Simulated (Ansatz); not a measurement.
Formation energy of the bound charge states of Sc on the Si site in 4H silicon carbide (start: the Si(k) site; 96-site cell, 2×2×2 shifted sampling) against the Fermi level, Si-rich (Δμ(Si) = 0.00 eV, Δμ(Sc) = -1.23 eV, bounded by Sc5Si3 (P6_3/mcm); only phases computed here count, gases as isolated molecules at 0 K). These are PBE, PAW (plane waves to 420 eV; Ansatz, a quantum-chemistry and plane-wave program) values and carry that method's errors.

Cell and caveats: 96-site cell; 2×2×2 shifted k-points; host gap 2.23 eV; charged states image-corrected; energies good to tenths of an eV; flagged in the runs: a host whose relaxation on this sampling wasn't shown to rest, a strain field that reaches the edge of the cell.

Left out: charge +1 (carrier in host band states).

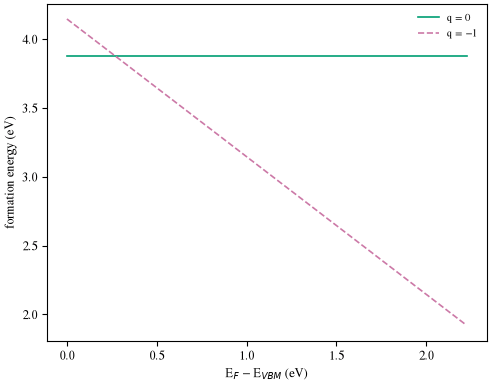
Figure. Formation energy of each charge state against the Fermi level

Crossings of the lowest lines: (0/−1) at 0.27 eV. At the valence-band maximum: q = 0: 3.87 eV; q = −1: 4.15 eV.
